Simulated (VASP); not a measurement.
Band structure of Mg3Si2 (space group C2/m). Method: PBEsol GGA, VASP's PBE PAW potentials (set 64) (plane waves; VASP 6.6.1).

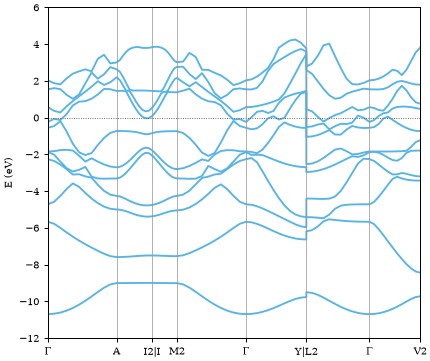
Figure: Bands along high-symmetry lines, zero at the valence-band maximum or, without a gap, the Fermi level

Read the plot: is there a gap, and where are the band edges?

It has no gap at this level: it comes out as a metal or semimetal. (Edges off the drawn lines would not show.)

The structure comes from a computed database's Mg3Si2 entry (C2/m); how it stands against other phases isn't given here. It was relaxed first.
